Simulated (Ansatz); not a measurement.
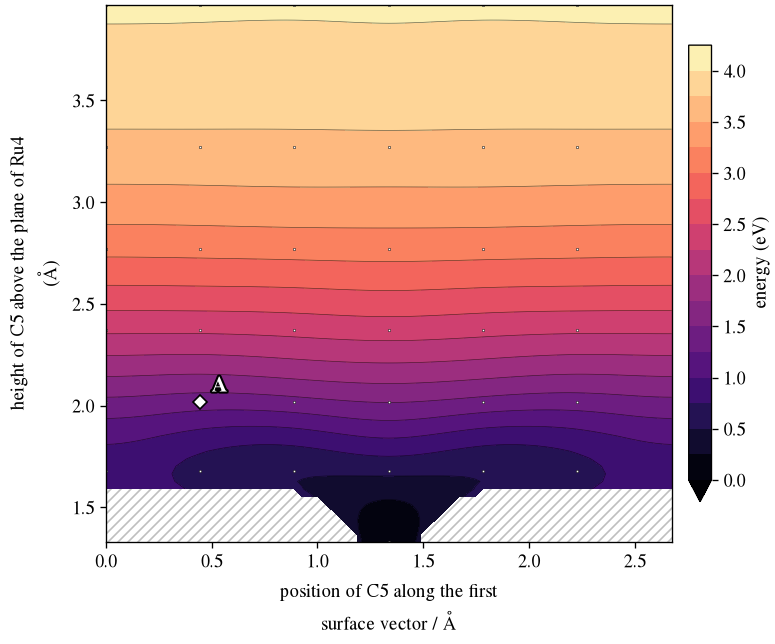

C on a Ru(001) slab cut from the P6_3/mmc phase, its upper half relaxed before the scan (4 atoms of substrate and one adsorbate in a 1 × 1 cell). 
- C is moved along a line over the surface and along the normal, above a rigid substrate.
- First axis: position of C5 along the first surface vector, from above Ru4. Second axis: height of C5 above the plane of Ru4.
- The scan uses a 6 × 7 grid; 25 points were computed and 12 follow by symmetry. At 5 points there is no value (left out of the scan, as a rule where atoms come close).
- Points are written as (first, second).
- Energies are in eV, from the lowest grid point.
- Level of theory: DFT LDA, scalar-relativistic, plane waves, PAW (Ansatz). Settings: cutoff 420 eV, k-mesh 12×12×1, gaussian smearing 0.1 eV, spin-polarised.

Drawn: filled contours, dots at the grid points, hatched blanks where no value was computed, the point A. Between grid points the surface is interpolated.

Q: Is A at rest? If not, where is it pushed?

A: A, at (0.45 Å, 2.02 Å), is not a stationary point. The computed force is 0.12 eV for each Å towards larger values of the first coordinate and 2.8 eV for each Å towards smaller values of the second coordinate.

PAW datasets: the set soft_1.
